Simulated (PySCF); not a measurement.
Consider C$_{6}$H$_{7}$N$_{2}$P.

```yaml
atoms:
  - { symbol: C, position_ang: [-1.9735, -0.3932, 0.3968] }
  - { symbol: C, position_ang: [-0.8498, 0.4037, -0.1672] }
  - { symbol: C, position_ang: [-0.9497, 1.5846, -0.8580] }
  - { symbol: P, position_ang: [0.6000, 2.2168, -1.3648] }
  - { symbol: C, position_ang: [1.3360, 0.8333, -0.6068] }
  - { symbol: C, position_ang: [2.7023, 0.5659, -0.5711] }
  - { symbol: N, position_ang: [3.8328, 0.3520, -0.5470] }
  - { symbol: N, position_ang: [0.4305, -0.0132, -0.0260] }
  - { symbol: C, position_ang: [0.8085, -1.2198, 0.6600] }
  - { symbol: H, position_ang: [-2.9157, 0.1055, 0.1903] }
  - { symbol: H, position_ang: [-2.0035, -1.3902, -0.0437] }
  - { symbol: H, position_ang: [-1.8682, -0.5040, 1.4762] }
  - { symbol: H, position_ang: [-1.8864, 2.0694, -1.0646] }
  - { symbol: H, position_ang: [0.4677, -1.1930, 1.6977] }
  - { symbol: H, position_ang: [0.3686, -2.0919, 0.1706] }
  - { symbol: H, position_ang: [1.8930, -1.3170, 0.6462] }
```

Geometry: GFN2-xTB.

Theory: PBE0/pcSseg-1, SCF density, gas phase, non-relativistic (PySCF).

Question: Predict the electron density and electron localisation function between the atoms.

Answer: C–N (1.15 Å): ρ at the midpoint is about 3.5 e/Å³; the ELF peaks at about 0.85 between the atoms: a short, multiple covalent bond.
C–C (1.37 Å): ρ is about 2.1 e/Å³ halfway; the ELF peaks at about 0.95 between the atoms; a covalent bond.
C–P (1.74 Å): ρ at the midpoint is about 1.3 e/Å³; the ELF peaks at about 0.95 between the atoms; a covalent bond.
C–H (1.07 Å): ρ at the midpoint is about 2 e/Å³; the ELF climbs to about 1 towards the hydrogen, as it does in any bond to H; an ordinary covalent bond to hydrogen.

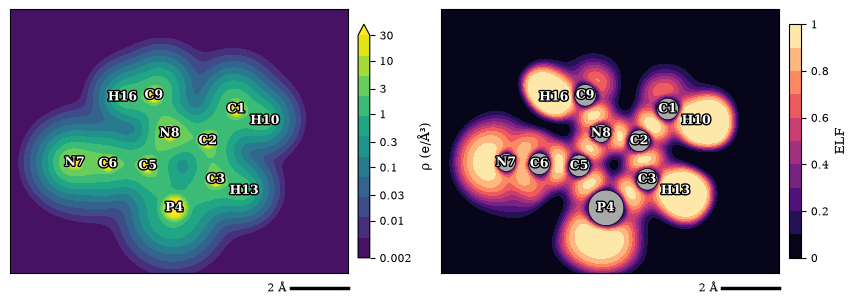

Computed electron density and electron localisation function on the plane of atoms P4, C5 and N8, in this order. Grey discs cover the atomic cores in the ELF map. 
